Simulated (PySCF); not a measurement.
**TiS₂: structure of the singlet**

Where does singlet TiS₂ go from a side-on start, is the end point a minimum, and what are its modes, charges and moments?

Computed with PySCF 2.14.0. Level: PBE0, basis Ti def2-TZVP, S def2-TZVP, no relativity, density fitting.

### 1 The starting structure

3 atoms, charge 0, spin multiplicity 1.

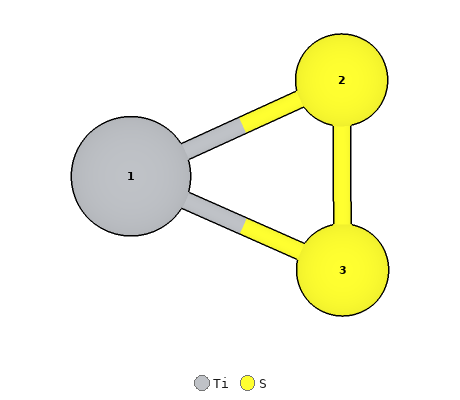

Start geometry, drawn with titanium light grey, sulfur yellow; atoms are numbered from 1 in the order of the file.

```xyz
3
charge 0 multiplicity 1
Ti    0.0000    0.0000   -1.2705
S     1.0000    0.0000    0.9527
S    -1.0000    0.0000    0.9527
```

### 2 Side-on start, singlet: relaxation

The steps below are one call of a driver around PySCF. For each, scf.py gives the equivalent set-up of the SCF; relaxations use the driver's own optimiser. Before each start the driver seeks the lowest SCF state from one or more starting densities and follows internal instabilities, so scf.py alone need not reach the same state.

The program finds C2v symmetry in the start, which this walk keeps.

Input file scf.py:

```python
from pyscf import gto, scf, dft
mol = gto.M(atom='''
Ti     0.000000     0.000000    -1.270548
S      1.000000    -0.000000     0.952709
S     -1.000000     0.000000     0.952709''',
    basis={'Ti': 'def2-TZVP', 'S': 'def2-TZVP'},
    charge=0, spin=0)
mf = dft.RKS(mol, xc='PBE0')
mf.grids.atom_grid = (50, 194)
aux = {'Ti': 'def2-universal-JKFIT', 'S': 'def2-universal-JKFIT'}
mf = mf.density_fit(auxbasis=aux)
mf.kernel()
```

Steps of the walk:

```tsv
step	energy (Eh)	change (kJ/mol)	largest symmetric gradient (Eh/bohr)
0	-1645.341344	0.00	0.07186
1	-1645.356484	-39.75	0.04698
2	-1645.361440	-52.76	0.02888
3	-1645.362932	-56.68	0.00596
4	-1645.363010	-56.88	0.00063
5	-1645.363011	-56.89	0.00011
```

The walk ran for 34 s (2 threads, shared host).

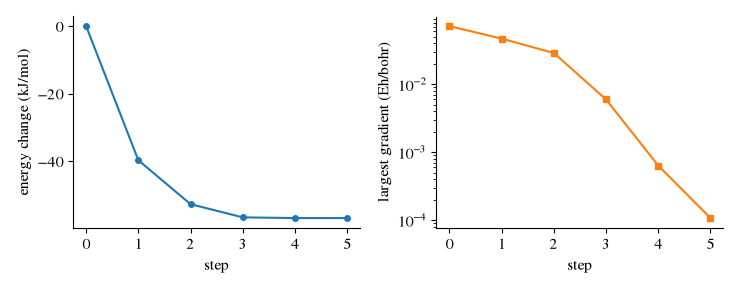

How energy and gradient fall.

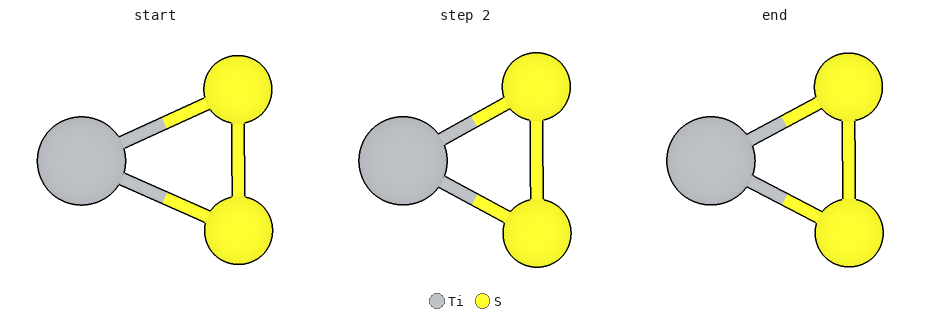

Start and end of the relaxation, with a step between.

End point (C2v, 5 steps, 56.9 kJ/mol gained): S–S 2.070 Å, Ti–S 2.213 Å (×2); S–S–Ti 62.1° (×2), S–Ti–S 55.8°.

### 3 Vibrations and properties at this point

The point is checked on the finer grid, and tightened if its gradient asks for it. The Hessian and the dipole derivatives come from central differences of analytic gradients, with steps of 0.01 bohr.

scf.py, as its differences from that of step 2:

```diff
@@ -3,3 +3,3 @@
-Ti     0.000000     0.000000    -1.270548
-S      1.000000    -0.000000     0.952709
-S     -1.000000     0.000000     0.952709''',
+Ti    -0.000000    -0.000000    -1.117857
+S      1.034773    -0.000000     0.838215
+S     -1.034773     0.000000     0.838215''',
@@ -9 +9 @@
-mf.grids.atom_grid = (50, 194)
+mf.grids.atom_grid = (75, 302)
```

This SCF starts from the last density.

SCF at the final geometry:

```text
init E= -1645.36311230703
  HOMO = -0.174153133831677  LUMO = -0.0827861998878152  gap/eV = 2.48622
cycle= 1 E= -1645.36311228484  delta_E= 2.22e-08  |g|= 0.000317  |ddm|= 0.000278
  HOMO = -0.174251017909224  LUMO = -0.0828980714555516  gap/eV = 2.48584
cycle= 2 E= -1645.36311180123  delta_E= 4.84e-07  |g|= 0.00146  |ddm|= 0.00127
  HOMO = -0.174170429421451  LUMO = -0.0828055883048199  gap/eV = 2.48616
cycle= 3 E= -1645.36311230916  delta_E= -5.08e-07  |g|= 8.88e-06  |ddm|= 0.00104
  HOMO = -0.174170702308494  LUMO = -0.0828057327440644  gap/eV = 2.48617
cycle= 4 E= -1645.36311230937  delta_E= -2.18e-10  |g|= 7.59e-06  |ddm|= 3.44e-05
  HOMO = -0.174171110064997  LUMO = -0.0828042583803725  gap/eV = 2.48622
cycle= 5 E= -1645.3631123104  delta_E= -1.03e-09  |g|= 2.01e-06  |ddm|= 0.000344
  HOMO = -0.174171195236863  LUMO = -0.0828043046163174  gap/eV = 2.48622
cycle= 6 E= -1645.3631123104  delta_E= -9.09e-13  |g|= 6.79e-07  |ddm|= 8.24e-06
  HOMO = -0.174171368423398  LUMO = -0.0828045076015619  gap/eV = 2.48622
Extra cycle  E= -1645.36311231041  delta_E= -4.32e-12  |g|= 2.51e-06  |ddm|= 2.31e-06
converged SCF energy = -1645.36311231041
```

The whole step took 70 s.

Geometry: C2v; S–S 2.070 Å, Ti–S 2.213 Å (×2); S–S–Ti 62.1° (×2), S–Ti–S 55.8°.

Harmonic modes (main isotopes):

```
symmetry  ω (cm⁻¹)  IR (km/mol)
      b2       355          0.4
      a1       430          8.0
      a1       561         62.7
```

All wavenumbers are real: a minimum.

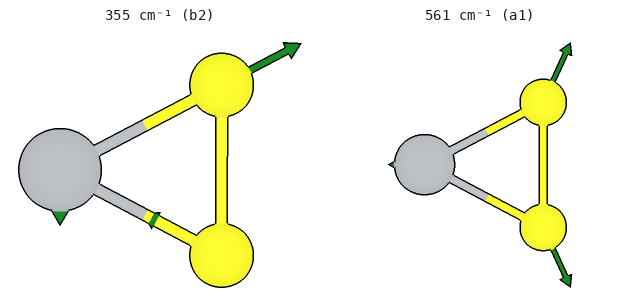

How the atoms move in 2 of the modes.

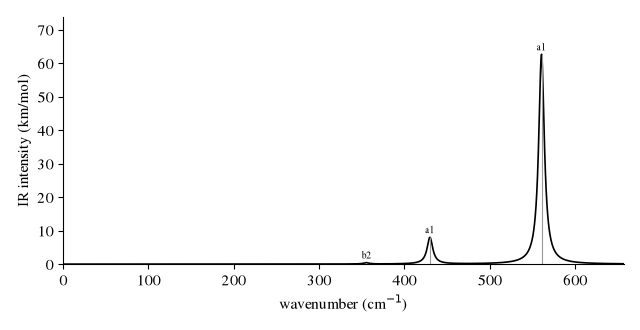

The harmonic infrared spectrum (widths in cm⁻¹). Lines are broadened to a width of 8 cm⁻¹ (Lorentzian).

Properties at this point:

- Dipole moment: 4.81 D
- Highest occupied level: -4.74 eV
- Lowest empty level: -2.25 eV
- Rotational constants: 0.2462, 0.1608, 0.09727 cm⁻¹
- Zero-point energy: 8.1 kJ/mol
- Principal polarisabilities: 83.8, 101.1, 135.1 bohr³
- Atomisation energy without zero-point energy: 715 kJ/mol
- Principal traceless quadrupole moments about the centre of mass: -9.93, -1.19, 11.12 D Å
- Entropy at 298.15 K and 1 bar: 279.3 J/(mol K)
- Heat capacity Cp at 298.15 K: 50.3 J/(mol K)
- Enthalpy at 298.15 K above 0 K: 12.07 kJ/mol
- Rotational symmetry number: 2

Populations by atom (charges in e):

```json
{"atom": "Ti1", "Mulliken": "0.58", "Löwdin": "-0.23", "polar tensor": "0.67", "Mayer order to Ti1": "–"}
{"atom": "S2,3", "Mulliken": "-0.29", "Löwdin": "0.12", "polar tensor": "-0.34", "Mayer order to Ti1": "1.25"}
```

Mulliken populations on Ti1: s 6.78, p 12.12, d 2.51, f 0.01.

### 4 Stability of the closed shell

At the lowest minimum the closed shell is tested against spin polarisation, on the (50, 194) grid. It is unstable: an open-shell solution lies lower. That solution was not followed to a minimum here.

### 5 Summary of results

| quantity | value |
| --- | --- |
| minimum | singlet, C2v (closed shell, unstable towards spin polarisation) |
| geometry | S–S 2.070 Å, Ti–S 2.213 Å (×2); S–S–Ti 62.1° (×2), S–Ti–S 55.8° |
| wavenumbers (cm⁻¹) | 355 (b2), 430 (a1), 561 (a1) |
| dipole moment | 4.81 D |
| highest occupied, lowest empty level | -4.74, -2.25 eV |
| polar-tensor charge of Ti1 | +0.67 e |
| zero-point energy | 8.1 kJ/mol |

In words: The side-on start keeps its C2v symmetry and ends in a minimum. In the infrared the band at 561 cm⁻¹ (a1) leads. Other starts or spin states, not run here, may lie lower. A stability analysis at the minimum finds the closed shell unstable towards spin polarisation: an open-shell solution lies lower, and these values are not those of the lowest state.

The search up to here took 2.2 min.
